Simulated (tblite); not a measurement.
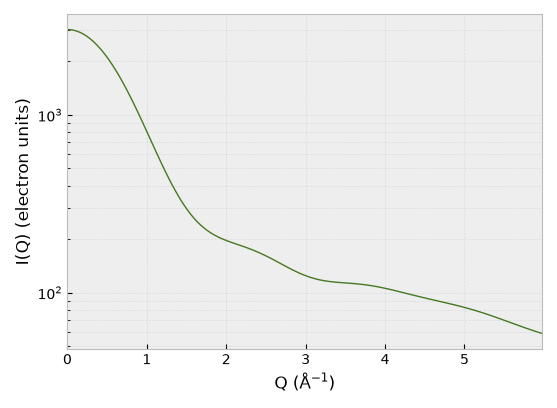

Elastic X-ray scattering of a randomly oriented, rigid molecule, calculated with the Debye equation from neutral-atom form factors (independent atoms, no Compton part, no vibration). The geometry is the end point of an optimisation (GFN2-xTB geometry optimisation, gas phase in tblite); it may be a saddle point or a higher isomer. It contains C, P, N, H.

Question: How many electrons does the independent-atom model of the molecule hold?

Answer: I(0) is the square of the electron number: I(0) = 3020, so about 55 electrons, the count of C4H9NP counted as neutral atoms.

Question: What radius of gyration does the initial fall-off give?

Answer: From I(Q) ≈ I(0) exp(−Q²R²/3) at small Q, R ≈ 2.10 Å. It is larger than the electron-weighted radius of the nuclear positions alone (1.95 Å), because each atom's electron cloud adds to it.
